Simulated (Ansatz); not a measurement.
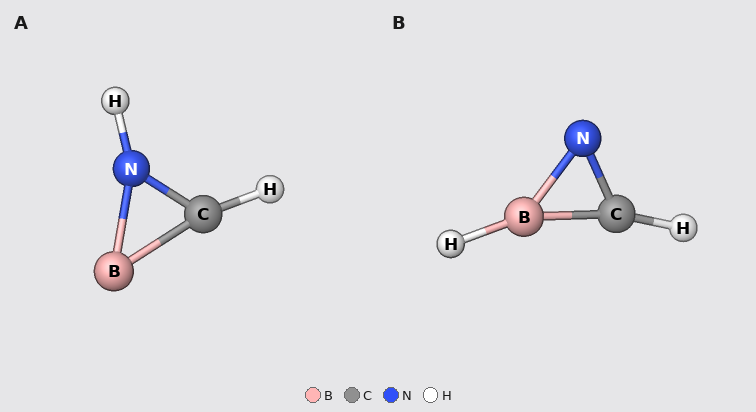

2 stationary structures of one formula. Geometries: PBE0-D4/def2-TZVP. Electronic energies: PBE-D4/def2-TZVPP (Ansatz 0.2.0), without zero-point energy. No frequency run is at hand to confirm each as a minimum.

**Which is lowest in energy, and by how much?**

B is lowest (Cs); A lies 254.8 kJ/mol above it (Cs).

Give E(B) − E(A) in kJ/mol at these levels too: B3LYP-D4/def2-TZVPP; PBE0-D4/def2-TZVP; PBE0-D4/def2-TZVPP; RHF-CCSD(T) (frozen core)/def2-TZVPP; ωB97M-V/def2-TZVPP; PBE-D4/def2-TZVPP; r2SCAN-D4/def2-TZVPP.

| level | E(B) − E(A) (kJ/mol) |
| --- | --- |
| B3LYP-D4/def2-TZVPP | −260.3 |
| PBE0-D4/def2-TZVP | −260.6 |
| PBE0-D4/def2-TZVPP | −259.0 |
| RHF-CCSD(T) (frozen core)/def2-TZVPP | −246.6 |
| ωB97M-V/def2-TZVPP | −254.2 |
| PBE-D4/def2-TZVPP | −254.8 |
| r2SCAN-D4/def2-TZVPP | −262.9 |
